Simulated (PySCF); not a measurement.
# C2H8BNS (SMILES CCB(N)S) at 3 levels

We compute a comparison of 3 runs (HF/3-21G, B3LYP/6-31G*, CCSD(T)/6-31+G*) of C2H8BNS. The job is set up through a Python script.

The calculation is run with PySCF 2.14.0.

## 1. The system as given

C2H8BNS has 13 atoms, charge 0, and is taken as a singlet. SMILES: `CCB(N)S`. Geometry: relaxed at PBE0-D4/def2-TZVP. This is one conformer, not always the lowest.

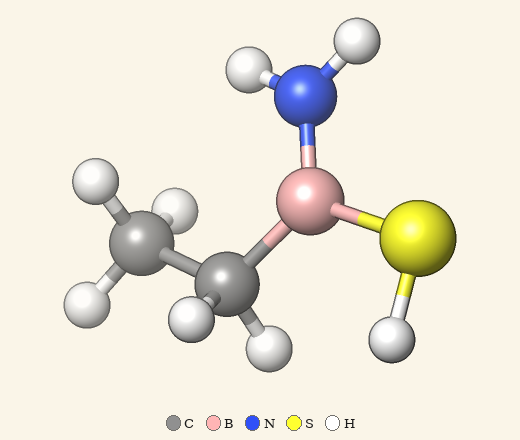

The structure, seen from a chosen angle (carbon grey, boron pink, nitrogen blue, sulfur yellow, hydrogen white).

## 2. Energy and forces at HF/3-21G (run 1)

input.py reads:

```python
# CCB(N)S
import pyscf.grad
from pyscf import gto, scf

system = gto.M(
    atom=[
    ('C', (-1.424100, -0.822600, 0.098800)),
    ('C', (-0.461500, 0.046400, -0.700900)),
    ('B', (0.870900, 0.456700, 0.036900)),
    ('N', (1.148200, 0.042700, 1.341400)),
    ('S', (2.124700, 1.502800, -0.791600)),
    ('H', (-2.321700, -1.066900, -0.473800)),
    ('H', (-0.961300, -1.770400, 0.389700)),
    ('H', (-1.753400, -0.319500, 1.012700)),
    ('H', (-0.969100, 0.964300, -1.022200)),
    ('H', (-0.190200, -0.461900, -1.634500)),
    ('H', (0.509900, -0.532500, 1.862900)),
    ('H', (1.984100, 0.282400, 1.845000)),
    ('H', (1.463800, 1.643600, -1.949500)),
],
    max_memory=1860,
    basis='3-21g',
    verbose=4,
    spin=0,
)

calc0 = scf.RHF(system)
calc0.conv_tol = 1e-10
calc0.kernel()
if not calc0.converged:
    calc0 = calc0.newton().run(calc0.mo_coeff, calc0.mo_occ)

etot = calc0.e_tot
print('E = %.10f Eh' % etot)
grad = calc0.Gradients().kernel()
dip = calc0.dip_moment()
pop, q = calc0.mulliken_pop()
```

Started as:

```console
$ OMP_NUM_THREADS=1 python input.py
```

Output:

```text
PySCF version 2.14.0

[... 67 lines left out ...]
converged SCF energy = -554.295314767837
[... 12 lines left out ...]
Dipole moment(X, Y, Z, Debye): -1.75878, -1.50434,  1.25125
[... 79 lines left out ...]
charge of   12H =      0.07428
```

Wall time 7.8 s (1 thread of Intel Xeon at 2.50GHz (Skylake/Cascade Lake), shared host); peak memory 0.13 GiB.

## 3. Energy and gradient at B3LYP/6-31G(d) (spherical functions) (run 2)

calc.py reads:

```python
import pyscf.grad
from pyscf import gto, dft

system = gto.M(
    atom='''
C   -1.424100  -0.822600   0.098800
C   -0.461500   0.046400  -0.700900
B    0.870900   0.456700   0.036900
N    1.148200   0.042700   1.341400
S    2.124700   1.502800  -0.791600
H   -2.321700  -1.066900  -0.473800
H   -0.961300  -1.770400   0.389700
H   -1.753400  -0.319500   1.012700
H   -0.969100   0.964300  -1.022200
H   -0.190200  -0.461900  -1.634500
H    0.509900  -0.532500   1.862900
H    1.984100   0.282400   1.845000
H    1.463800   1.643600  -1.949500
''',
    verbose=3,
    basis='6-31g*',
    charge=0,
    max_memory=1860,
)

mf = dft.RKS(system, xc='b3lyp')
mf.grids.level = 5
mf.conv_tol = 1e-10
mf.kernel()
if not mf.converged:
    mf = mf.newton().run(mf.mo_coeff, mf.mo_occ)

e_final = mf.e_tot
print(f'total energy: {e_final:.8f} hartree')
grad = mf.Gradients().kernel()
mf.analyze()
```

Started as:

```console
$ OMP_NUM_THREADS=1 python calc.py
```

Output:

```text
converged SCF energy = -558.899233396365
[... 11 lines left out ...]
MO #2   energy= -14.3208159704826  occ= 2
[... 10 lines left out ...]
MO #13  energy= -0.615648654059027 occ= 2
[... 10 lines left out ...]
MO #24  energy= -0.239061501948073 occ= 2
[... 10 lines left out ...]
MO #35  energy= 0.2161042522827    occ= 0
[... 10 lines left out ...]
MO #46  energy= 0.600462321880749  occ= 0
[... 10 lines left out ...]
MO #57  energy= 0.876251186397923  occ= 0
[... 10 lines left out ...]
MO #68  energy= 1.24252833196624   occ= 0
[... 10 lines left out ...]
MO #79  energy= 1.99488652053047   occ= 0
[... 10 lines left out ...]
MO #90  energy= 2.73062288617903   occ= 0
[... 14 lines left out ...]
Dipole moment(X, Y, Z, Debye): -1.20964, -1.15916,  1.14747
```

It took 98 s on 1 thread of Intel Xeon at 2.50GHz (Skylake/Cascade Lake), shared host; peak memory 0.93 GiB.

## 4. The energy at CCSD(T)/6-31+G(d) (spherical functions) (run 3)

input.py reads:

```python
# CCB(N)S
from pyscf import gto, scf, cc

molecule = gto.M(
    atom='''
C     -2.691159    -1.554489     0.186705
C     -0.872109     0.087683    -1.324509
B      1.645762     0.863038     0.069731
N      2.169784     0.080691     2.534879
S      4.015101     2.839880    -1.495907
H     -4.387377    -2.016149    -0.895352
H     -1.816594    -3.345571     0.736426
H     -3.313446    -0.603767     1.913726
H     -1.831334     1.822263    -1.931678
H     -0.359426    -0.872864    -3.088757
H      0.963571    -1.006279     3.520371
H      3.749406     0.533659     3.486545
H      2.766181     3.105954    -3.684021
''',
    basis='6-31+g*',
    max_memory=1860,
    unit='bohr',
    verbose=3,
)

myscf = scf.RHF(molecule)
myscf.conv_tol = 1e-10
myscf.kernel()
if not myscf.converged:
    myscf = myscf.newton().run(myscf.mo_coeff, myscf.mo_occ)

mycc = cc.CCSD(myscf, frozen=9)
mycc.kernel()
e_t = mycc.ccsd_t()
energy = mycc.e_tot + e_t
print(f'total energy: {energy:.8f} hartree')
myscf.analyze()
```

Started as:

```console
$ OMP_NUM_THREADS=1 python input.py
```

Output:

```text
converged SCF energy = -557.122457380046
[... 9 lines left out ...]
MO #6   energy= -7.61412451138343  occ= 2
[... 12 lines left out ...]
MO #19  energy= -0.531089731552243 occ= 2
[... 12 lines left out ...]
MO #32  energy= 0.13952006504948   occ= 0
[... 12 lines left out ...]
MO #45  energy= 0.280598052355917  occ= 0
[... 12 lines left out ...]
MO #58  energy= 0.696034166346207  occ= 0
[... 12 lines left out ...]
MO #71  energy= 1.04484457381647   occ= 0
[... 12 lines left out ...]
MO #84  energy= 1.40219600174373   occ= 0
[... 12 lines left out ...]
MO #97  energy= 2.12190848813349   occ= 0
[... 12 lines left out ...]
MO #110 energy= 3.11260159302096   occ= 0
[... 14 lines left out ...]
Dipole moment(X, Y, Z, Debye): -1.35622, -1.13533,  0.90841
```

It took 2.5 min on 1 thread of Intel Xeon at 2.50GHz (Skylake/Cascade Lake), shared host; peak memory 0.88 GiB.

## 5. The series

| run | level | integration grid | task | energy (Eh) | dipole moment (D) of the reference | HOMO energy (eV) | LUMO energy (eV) | wall time |
| --- | --- | --- | --- | --- | --- | --- | --- | --- |
| 1 | HF/3-21G | – | gradient | -554.295315 | 2.63 | -9.84 | 5.31 | 7.8 s |
| 2 | B3LYP/6-31G* (spherical functions) | 5 | gradient | -558.899233 | 2.03 | -6.51 | 1.10 | 98 s |
| 3 | CCSD(T)/6-31+G* (spherical functions) | – | energy | -557.828870 | 1.99 | -9.84 | 1.43 | 2.5 min |

## 6. Outcome

| quantity | value |
| --- | --- |
| run 3: total energy | -557.82887 Eh |
| run 3: dipole moment (Hartree–Fock density) | 1.99 D |
| run 3: HOMO energy (Hartree–Fock orbitals) | -9.84 eV |
| run 3: LUMO energy (Hartree–Fock orbitals) | 1.43 eV |
| run 3: HOMO–LUMO gap (Hartree–Fock orbitals) | 11.27 eV |
| run 3: correlation energy (9 core orbitals frozen) | -706.4 mEh |
| run 3: (T) correction | -19.97 mEh |
| run 3: T1 diagnostic | 0.012 |

All runs together took 4.3 min, the longest 2.5 min.
